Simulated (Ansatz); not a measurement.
Sn2As3 (Amm2, No. 38): coordinates from a relaxation with DFT PBE, scalar-relativistic, plane waves, PAW (Ansatz 0.2.0); the starting structure was generated, so it need not be a known form of this composition.

```cif
data_structure
_symmetry_space_group_name_H-M 'P 1'
_symmetry_Int_Tables_number 1
_cell_length_a 4.8743
_cell_length_b 7.6779
_cell_length_c 8.5797
_cell_angle_alpha 90.000
_cell_angle_beta 90.000
_cell_angle_gamma 90.000
_cell_volume 321.09
loop_
_atom_site_label
_atom_site_type_symbol
_atom_site_fract_x
_atom_site_fract_y
_atom_site_fract_z
_atom_site_occupancy
Sn1 Sn 0.00000 0.50000 0.98198 1
Sn2 Sn 0.50000 0.50000 0.25322 1
As1 As 0.50000 0.25965 0.97232 1
As2 As 0.50000 0.74035 0.97232 1
As3 As 0.50000 0.50000 0.77994 1
Sn3 Sn 0.00000 0.00000 0.48198 1
Sn4 Sn 0.50000 0.00000 0.75322 1
As4 As 0.50000 0.75965 0.47232 1
As5 As 0.50000 0.24035 0.47232 1
As6 As 0.50000 0.00000 0.27994 1
```

### What will a projected-potential map along [110] show? Computed as the sum of neutral-atom potentials (tabulated electron scattering factors, B = 0.3 Å²) projected along the beam and smoothed by 0.25 Å; brighter is more positive.

The columns repeat on a centred rectangular net of 4.12 × 8.58 Å (plane group cm). The brightest columns hold 1 Sn per repeat; in falling brightness follow 1 As (about 70 %). Brightness is counted from the darkest point of the image. The closest visible columns (Sn and As) are 1.07 Å apart in projection. Along the beam the structure repeats every 9.09 Å.

| column | atoms along the beam per repeat | peak brightness |
| --- | --- | --- |
| Sn | 1 Sn | 100 % |
| As | 1 As | 70 % |

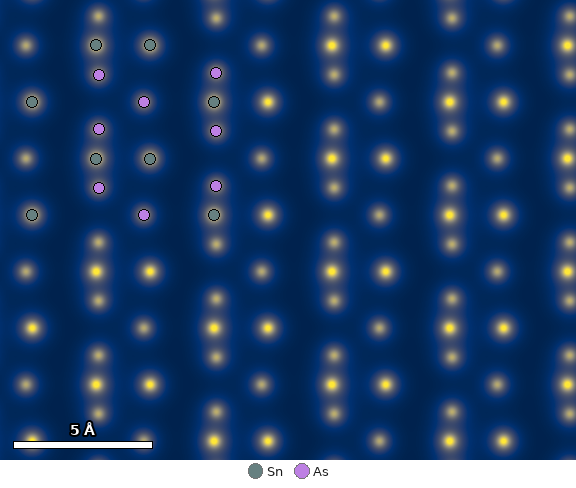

The simulated image, with the columns of the model marked in one corner.

### What mean inner potential do neutral atoms give for this crystal?

About 13 V (the sum of the forward scattering factors over the cell volume; bonding usually lowers the true value).
